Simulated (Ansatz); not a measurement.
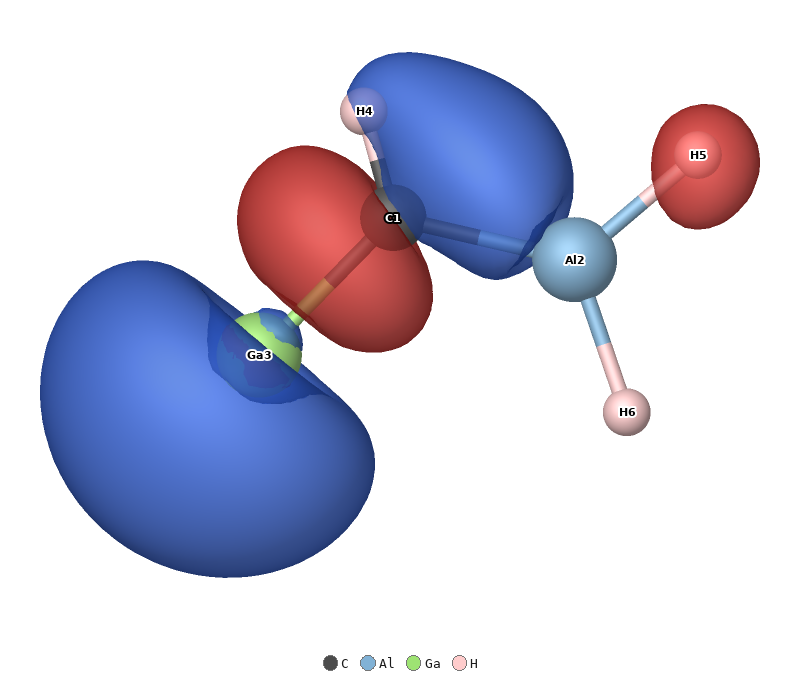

Figure 1: CH3AlGa (SMILES [AlH2][CH-][Ga]) (charge −1). The HOMO at ±0.08 Å⁻³ᐟ² (red and blue are the two phases), seen across its widest extent.

Geometry: BLYP-D3(BJ)/def2-SVPD.

The calculation used Ansatz 0.2.0, isolated molecule in a Gaussian basis; Kohn-Sham density functional theory, functional PBE0.

```json
{"atom": "C", "x (Å)": "0.6196", "y (Å)": "-0.3111", "z (Å)": "0.1083"}
{"atom": "Al", "x (Å)": "-1.1841", "y (Å)": "0.0924", "z (Å)": "-0.2618"}
{"atom": "Ga", "x (Å)": "2.0439", "y (Å)": "0.2332", "z (Å)": "-1.0845"}
{"atom": "H", "x (Å)": "0.8601", "y (Å)": "-0.8753", "z (Å)": "1.0384"}
{"atom": "H", "x (Å)": "-2.4816", "y (Å)": "-0.3008", "z (Å)": "0.6487"}
{"atom": "H", "x (Å)": "-1.6281", "y (Å)": "0.9124", "z (Å)": "-1.5946"}
```

**What is the character of this orbital?**

It lies mainly on Ga3 (about 60 %), C1 (about 25 %) and Al2 (about 5 %); it is symmetric in the molecular plane (an in-plane orbital: σ, lone-pair or in-plane π type). Its energy is −0.84 eV.
